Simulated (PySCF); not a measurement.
## Electronic structure of MoCl (sextet) in real space

```xyz
2

Mo    0.0000    0.0000   -0.6032
Cl    0.0000    0.0000    1.6888
```

Core potentials replace the inner electrons of Mo.

The calculation used PySCF, PBE0/def2-TZVPPD, non-relativistic Hamiltonian with scalar-relativistic core potentials where named, at a bond length of 2.292 Å.

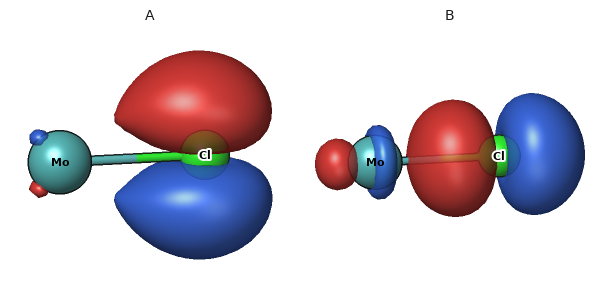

Figure 1. Two frontier β-spin orbitals, each drawn at the value that holds 80 % of its norm (blue and red are the two phases), in no order; of a degenerate pair one member is drawn.

### Label each orbital by symmetry, say whether it is occupied, and order them by energy.

Orbital B: σ, occupied in this spin, −9.56 eV; mainly on Cl (85 %).
Orbital A: π, occupied in this spin, −8.50 eV; mainly on Cl (90 %).

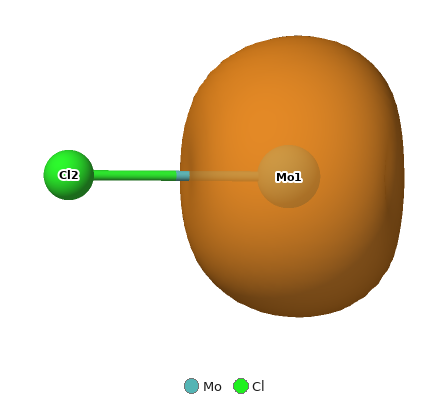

Figure 2. Isosurfaces of the spin density (α minus β) at +0.1 (orange) and −0.1 e/Å³ (purple), seen from one side.

### Where is the unpaired spin?

The unpaired spin (5 electrons) lies mostly on Mo1 (about 4.9) and Cl2 (about 0.1), in electrons by Hirshfeld's partition.

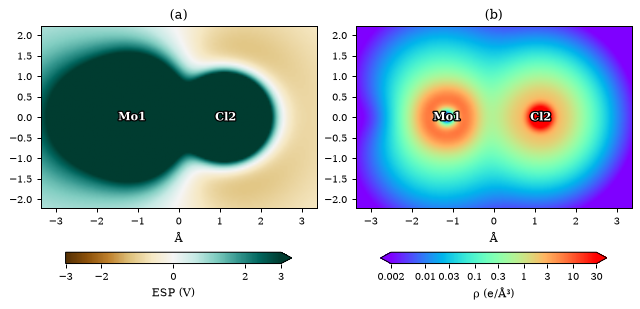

Figure 3. (a) molecular electrostatic potential; (b) electron density on a plane that holds the molecular axis.

### Describe what can be read from this map.

- The section cuts through Mo and Cl sites.
- Mo–Cl (2.29 Å): ρ at the midpoint is about 0.67 e/Å³.
- Outside the dense part of the molecule the potential is most negative (−1.1 V) near Cl2.
